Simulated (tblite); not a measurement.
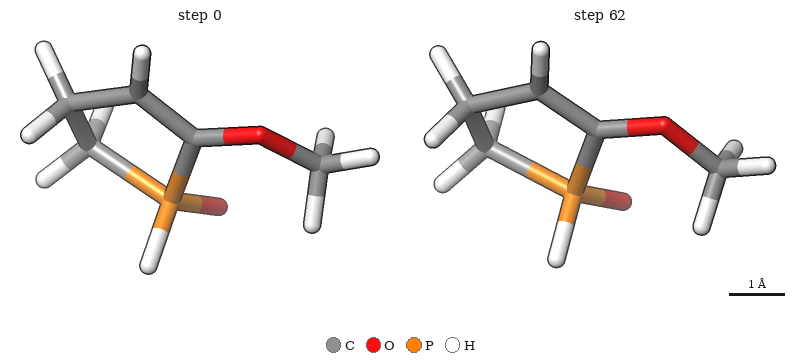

The structure of C5H9O2P before (left) and after (right) a relaxation, at one scale.

The picture is a stick view, seen from a free direction.

All numbers below come from GFN2-xTB geometry optimisation, gas phase in tblite 0.8.0. 

Q: What changed between the two?

A: An H atom moves most after the best rigid fit: 0.27 Å. By element the largest moves are H 0.27 Å, O 0.22 Å, P 0.19 Å, C 0.17 Å. Among the contacts that change: O–P 1.511 → 1.465 Å, C–P 1.790 → 1.829 Å, C–O 1.429 → 1.410 Å, C–H 1.095 → 1.078 Å. Among the angles between lasting bonds that change: C–P–O 108.6° → 117.2°, O–P–H 118.6° → 113.4°, C–P–H 109.1° → 105.6°. Over 62 geometry steps the energy falls by 23.6 kJ/mol.
